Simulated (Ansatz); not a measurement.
The starting structures come from a database of crystals and need not be the phases stable at ambient conditions.

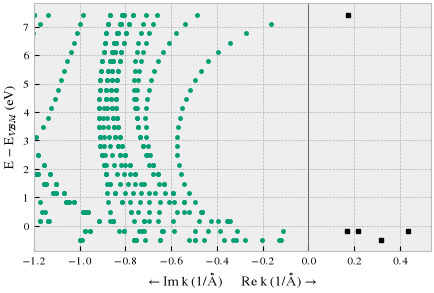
*Complex bands at the centre of the two-dimensional zone; r2SCAN (Ansatz, a first-principles code)*

The gap is the functional's own, uncorrected, and κ follows it; spin-orbit coupling is left out. Mid-gap values are interpolated between the computed energies.

Q: This is K₂GeF₆ (P6_3mc, not sure to be the ambient phase, 18 atoms a cell, 14.3 Å³ an atom) along the normal of (100). Read off the slowest decay at the centre of the two-dimensional zone at 3.46 eV, the computed energy nearest the middle of the gap.

A: κ ≈ 0.57 1/Å, a decay length 1/(2κ) of the density of 0.88 Å.
